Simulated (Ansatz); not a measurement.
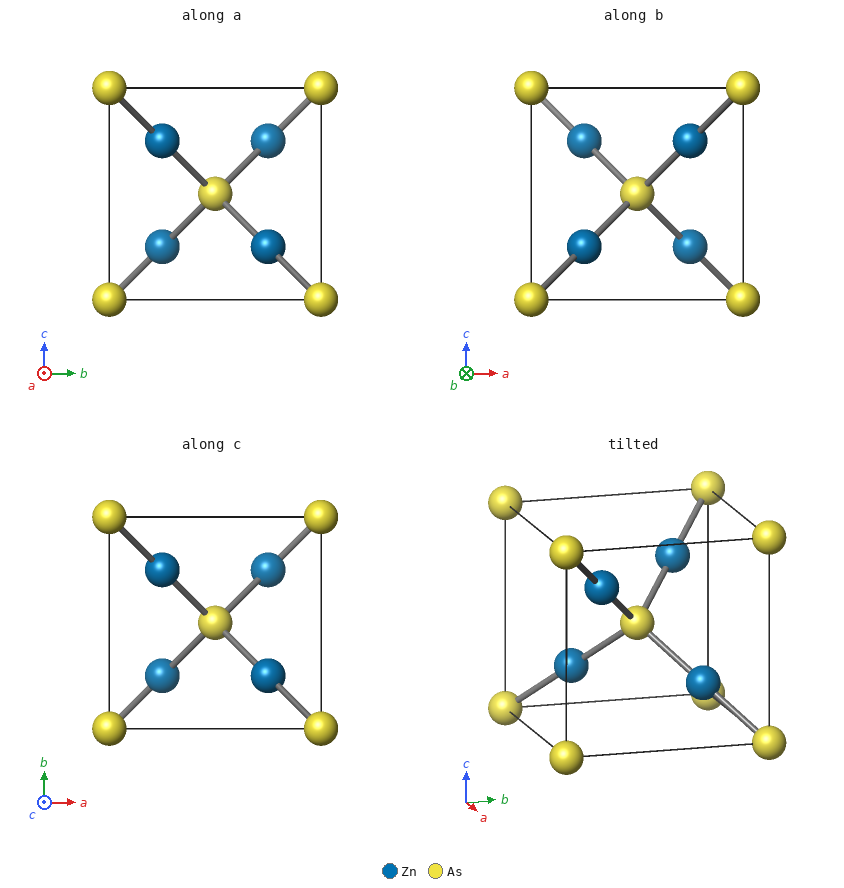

View along the a axis, along the b axis, along the c axis and slightly off an axis, drawn as a ball-and-stick model. The conventional unit cell is outlined; an atom on or near a face, edge or corner is repeated at each equivalent position.

Lattice parameters: a = 5.5503 Å, b = 5.5503 Å, c = 5.5503 Å, α = 90.000°, β = 90.000°, γ = 90.000°.

Q: Give the structure in the form of a CIF with its space group and independent sites.

A:
```cif
data_structure
_symmetry_space_group_name_H-M 'P n -3 m :1'
_symmetry_Int_Tables_number 224
_cell_length_a 5.5503
_cell_length_b 5.5503
_cell_length_c 5.5503
_cell_angle_alpha 90.000
_cell_angle_beta 90.000
_cell_angle_gamma 90.000
_cell_volume 170.98
loop_
_atom_site_label
_atom_site_type_symbol
_atom_site_symmetry_multiplicity
_atom_site_Wyckoff_symbol
_atom_site_fract_x
_atom_site_fract_y
_atom_site_fract_z
_atom_site_occupancy
Zn1 Zn 4 b 0.2500 0.2500 0.2500 1
As1 As 2 a 0.0000 0.0000 0.0000 1
```

The structure was taken from a random cell made by a generator, so it need not be a real form of the compound. The structure drawn was relaxed with Ansatz 0.2.0, DFT PBE, scalar-relativistic, plane waves, PAW.
